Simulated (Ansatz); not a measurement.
C4H12GaN

The calculation's input:

```
crystal:
  periodic: [false, false, false]
  atoms:
    - {symbol: C, position_ang: [-1.279354, -1.510866, 0.814546]}
    - {symbol: C, position_ang: [-0.050192, -0.624010, 0.961355]}
    - {symbol: N, position_ang: [0.592381, -0.281746, -0.286826]}
    - {symbol: C, position_ang: [1.280119, -1.378172, -0.920394]}
    - {symbol: Ga, position_ang: [0.534347, 1.400469, -0.998728]}
    - {symbol: C, position_ang: [-0.443262, 2.775587, 0.006961]}
    - {symbol: H, position_ang: [-1.720325, -1.721613, 1.792423]}
    - {symbol: H, position_ang: [-2.034783, -1.019454, 0.195977]}
    - {symbol: H, position_ang: [-1.034708, -2.468600, 0.350372]}
    - {symbol: H, position_ang: [-0.341196, 0.299719, 1.471246]}
    - {symbol: H, position_ang: [0.674935, -1.124779, 1.622690]}
    - {symbol: H, position_ang: [0.603524, -2.187254, -1.226557]}
    - {symbol: H, position_ang: [2.031541, -1.820476, -0.249200]}
    - {symbol: H, position_ang: [1.798030, -1.031914, -1.817267]}
    - {symbol: H, position_ang: [1.298217, 1.561814, -2.356986]}
    - {symbol: H, position_ang: [-1.469679, 2.456176, 0.203011]}
    - {symbol: H, position_ang: [0.035262, 2.954187, 0.973644]}
    - {symbol: H, position_ang: [-0.474856, 3.720952, -0.536267]}
basis:
  gaussian: {orbitals: def2-TZVPP}
hamiltonian: {xc: pbe0, dispersion: d4}
output: {orbitals: {seedname: orbitals}}
```

Command:

```sh
ansatz run in.yaml --threads 2 --pin off --events-out ev --progress --plain --max-ram 32768MiB --backend cuda --devices 0, --max-vram 18GiB
```

Geometry: PBE0-D4/def2-TZVP.

Level of theory: RKS PBE0-D4/def2-TZVPP (Ansatz 0.2.0).

### What can the converged electron density and electron localisation function tell about the bonding?

C–N (1.44 Å): ρ is about 2 e/Å³ halfway; the ELF peaks at about 0.90 between the atoms (localised, covalent bonding).
Ga–N (1.83 Å): ρ at the midpoint is about 0.9 e/Å³; the ELF peaks at about 0.90 in the valence shell of N, 0.6 Å from its nucleus, and is about 0.30 at the midpoint.
C–Ga (1.96 Å): ρ at the midpoint is about 0.78 e/Å³; the ELF peaks at about 0.90 in the valence shell of C, 0.7 Å from its nucleus, and is about 0.55 at the midpoint.
C–H (1.09 Å): ρ is about 2 e/Å³ halfway; the ELF climbs to about 1 towards the hydrogen, as it does in any bond to H: an ordinary covalent bond to hydrogen.

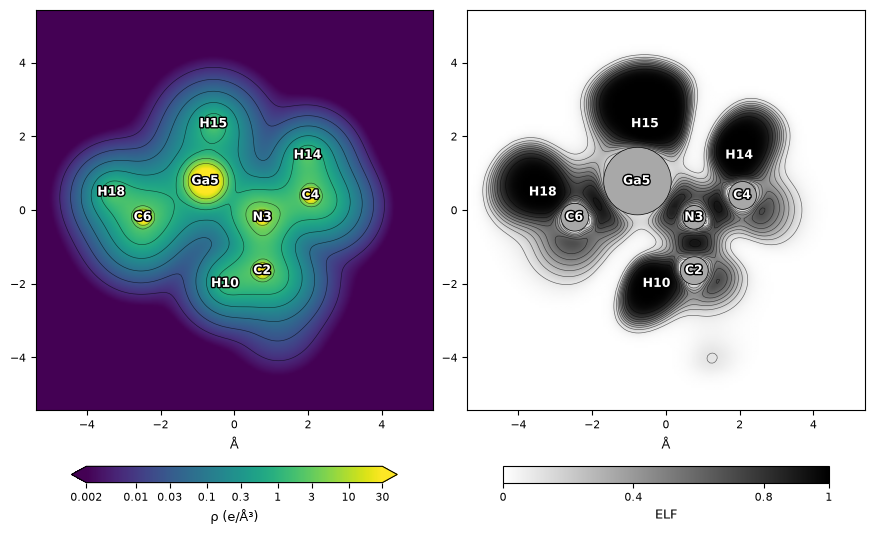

Computed electron density and electron localisation function on the plane of atoms N3, Ga5 and H15, in this order. Grey discs cover the atomic cores in the ELF map. 
